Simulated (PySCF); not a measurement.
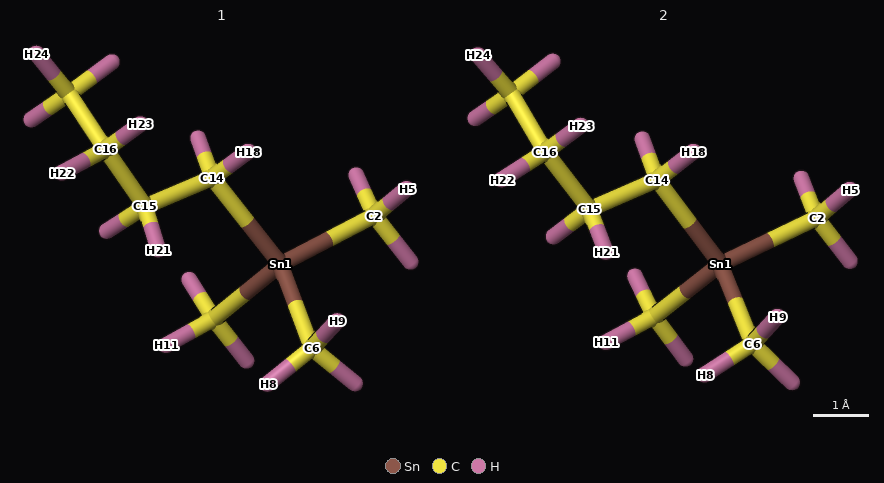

Two geometries of C7H18Sn, drawn at one scale. One is the start of a relaxation, the other its converged end. Style: stick. Shown from a free direction.

Computed with PBE0-D3(BJ)/def2-SVP geometry optimisation, gas phase (PySCF 2.14.0, density-fitted response routines). 

Q: Which geometry has the lower energy?

A: Structure 2 is the relaxed one. The start comes from GFN2-xTB. Its atoms were then displaced at random by about 0.03 Å. After 7 geometry steps the energy has fallen by 0.699 eV. An H atom moves most after the best rigid fit: 0.19 Å. Largest moves by element: H 0.19 Å, Sn 0.10 Å, C 0.09 Å. Some distances before and after: C–Sn 2.284 → 2.158 Å, C–C 1.455 → 1.529 Å, C–H 1.042 → 1.102 Å, C–H 1.157 → 1.100 Å. Bond angles that change, for instance: H–C–H 98.4° → 105.8°, C–Sn–C 114.6° → 108.6°, H–C–H 113.7° → 108.5°. Cost: 10 min on 1 thread of Intel(R) Xeon(R) Processor @ 2.50GHz (shared host).
